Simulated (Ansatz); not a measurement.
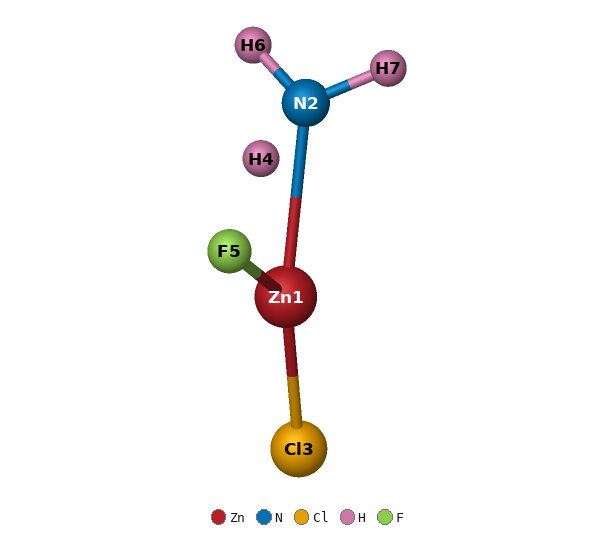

Harmonic vibrations computed with RKS PBE0-D4/def2-SVP (Ansatz 0.2.0) at a stationary point of the same level.

**Is this a minimum or a saddle point?**

A first-order saddle point: one imaginary frequency, 1037i cm⁻¹.

**How many vibrational modes are there, and where do they lie?**

15 modes: 1037i, 153, 155, 245, 351, 428, 440, 575, 640, 691, 1480, 1525, 1646, 3572, 3681 cm⁻¹.
